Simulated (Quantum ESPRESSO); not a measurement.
# Voltage at the next charge: Cr(100), 5 layers against an electrode

Method. Quantum ESPRESSO 7.5, PBE, GBRV ultrasoft; ESM with bc3, a metal electrode 5.03 Å above the top atoms; cell area 8.294 Å²; ions fixed. V is the potential energy of an electron at the electrode over the slab's Fermi level, divided by e, so that it equals the work function at zero charge; positive charge removes electrons.

```tsv
charge (e a cell)	V (V)
0	3.686
0.0124	4.542
0.0249	5.427
```

**Question.** What is V at a charge of 0.0498 e, and what capacitance do the rows imply?

**Worked estimate.** The last two rows give dV/dq = (5.427 − 4.542)/(0.0249 − 0.0124) = 70.8 V/e, so C = 1602/(8.294 × 70.8) = 2.73 µF/cm², an effective gap of 8.854/2.73 = 3.25 Å. At constant C, V = 5.427 + 70.8 × 0.0249 = 7.19 V.

What the calculation gave: V = 7.237 V; the estimate misses by −0.05 V, 2.6 % of the step. Over the three intervals C goes 2.80, 2.73 and 2.66 µF/cm²: it falls as electrons leave, the surface charge drawing back towards the atoms.

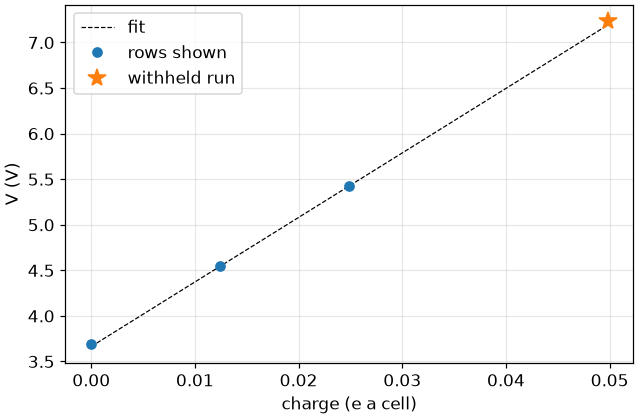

The rows shown, the fit and the withheld run.

Caveats: Vacuum fills the gap; a dielectric or electrolyte would change C. The slab is thin.

[Logs are printed without paths, hosts, clocks, repeated set-up lines and the standing remarks that a program may print on its own settings, such as how far it seeks lower states.]
